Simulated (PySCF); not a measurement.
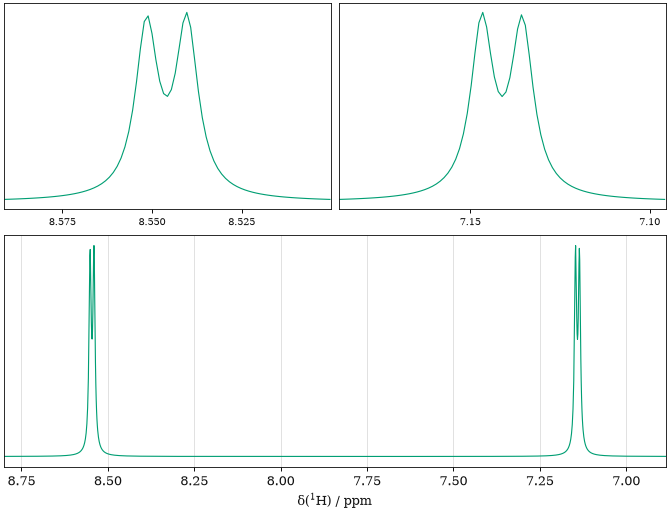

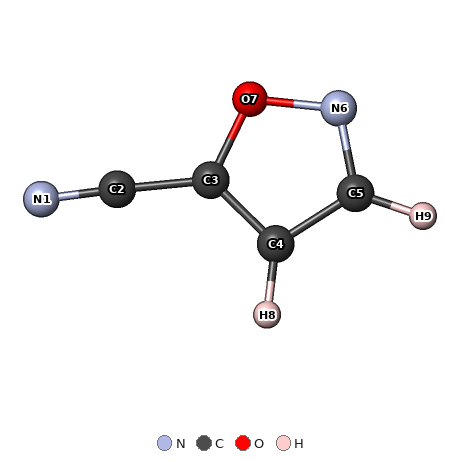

C₄H₂N₂O, SMILES N#Cc1ccno1. Simulated ¹H spectrum at 200 MHz, line width 1.5 Hz, from GIAO shifts (PBE0/pcSseg-1, against TMS) and couplings (B3LYP/pcJ-1), PySCF, at a GFN2-xTB geometry (no frequency check). Gas phase, values of one conformer, averaged over methyl-type rotors and exact or near symmetry; couplings among ¹H are treated exactly, other nuclei are left out. The upper panels enlarge each group of lines, each scaled alone.

Question: Assign the signals.

Answer:
```tsv
δ (ppm)	nuclei	atoms
8.55	1	H9
7.14	1	H8
```

Question: Which couplings enter the simulation?

Answer:
```tsv
pair	J (Hz)
H9–H8	2.2
```

Not listed: couplings under 0.5 Hz, those between magnetically equivalent nuclei.

Caveats, for all or some of the runs: the tight-binding geometry is rougher than a DFT one and adds to the error.
